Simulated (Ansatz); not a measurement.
Input file:

```
crystal:
  periodic: [false, false, false]
  atoms:
    - { symbol: Si, position_ang: [0.060291, -0.443839, -0.470209] }
    - { symbol: O, position_ang: [0.259245, 0.027664, 2.368157] }
    - { symbol: Si, position_ang: [-1.201793, -0.266785, 3.172737] }
    - { symbol: H, position_ang: [-2.166579, -1.059659, 2.327674] }
    - { symbol: H, position_ang: [-0.977303, -1.01789, 4.459845] }
    - { symbol: H, position_ang: [-1.792749, 1.080584, 3.45821] }
    - { symbol: H, position_ang: [1.164105, 0.566569, -0.33624] }
    - { symbol: H, position_ang: [-1.274282, 0.099081, -0.051532] }
    - { symbol: H, position_ang: [-0.056738, -0.904029, -1.902104] }
    - { symbol: F, position_ang: [0.437676, -1.776455, 0.378355] }
    - { symbol: H, position_ang: [0.795528, -0.790143, 2.217907] }
basis:
  gaussian: { orbitals: def2-SVP }
hamiltonian:
  xc: pbe
  dispersion: d4
relax:
  f_tol: 0.03
  max_steps: 50
output:
  orbitals: {}
```

Run with:

```sh
ansatz run input.yaml --threads 2 --pin off --max-ram 3072MiB --backend cpu --events-out ev --progress --plain --runs-dir out
```

The fields are those of the run's last geometry, not of the input's.

Level of theory: Ansatz 0.2.0, RKS PBE-D4/def2-SVP.

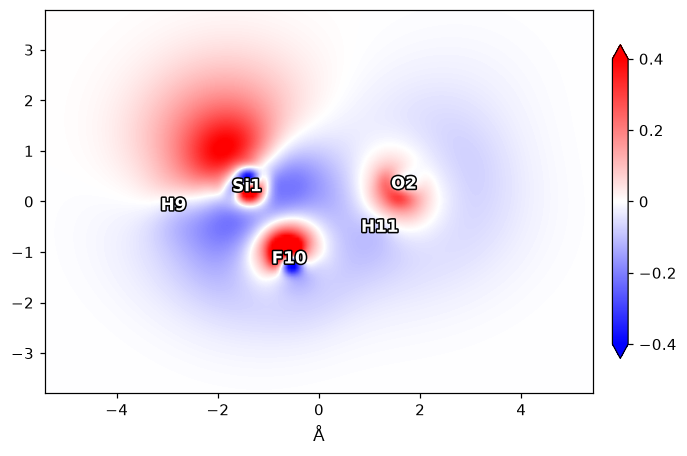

FH3Si···H4OSi. The LUMO on the plane of atoms H9, Si1 and F10 (values in Å⁻³ᐟ²; the overall sign is arbitrary).

### Describe this orbital and give its energy.

Its weight (Hirshfeld) is mainly on Si1 (about 50 %), F10 (about 10 %) and Si3 (about 10 %). Its energy is −0.93 eV.
